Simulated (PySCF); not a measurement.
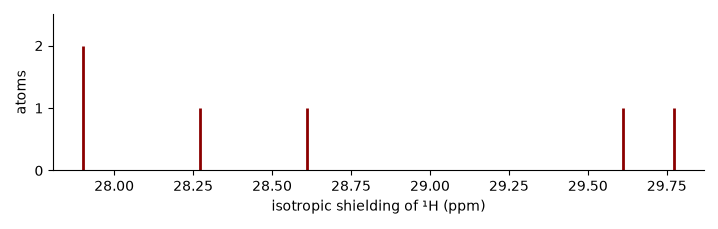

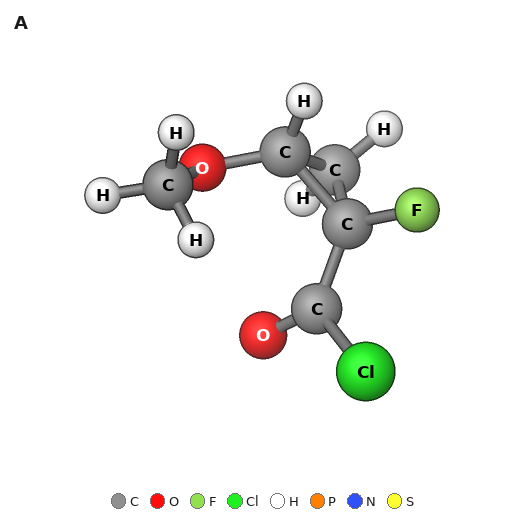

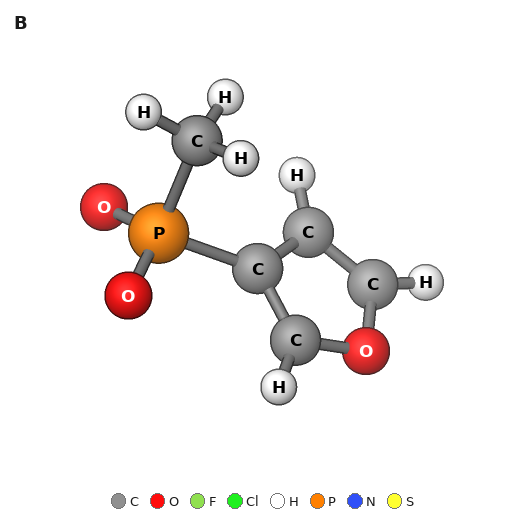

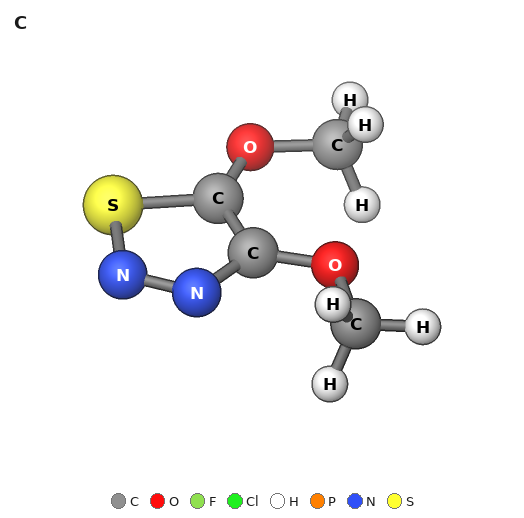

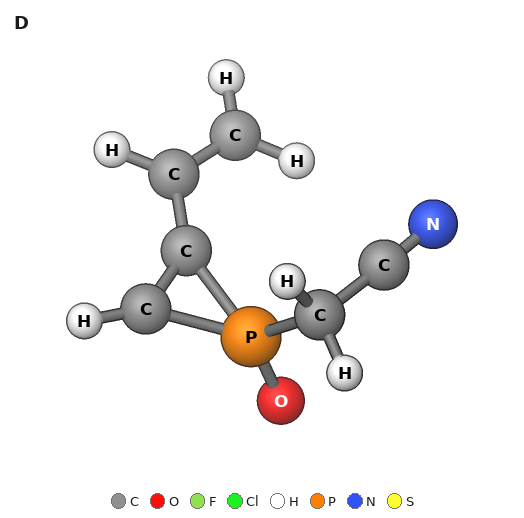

The sticks are computed shieldings of one of the molecules, for one fixed geometry (GFN2-xTB) without averaging over rotations. Low shielding means a high chemical shift. Method: GIAO PBE0/pcSseg-1 NMR shielding, non-relativistic, gas phase (PySCF 2.14.0).

Question: Which molecule gives this pattern?

Answer: A, `CO[C@@H]1C[C@]1(F)C(=O)Cl`. Its 6 H atoms give lines at 27.90 (2 atoms), 28.27, 28.61, 29.61, 29.77 ppm.

The geometry is semi-empirical. Around P such bond lengths and angles can be off by a tenth of an ångström or more and by several degrees, and values that hang on the shape move with them.
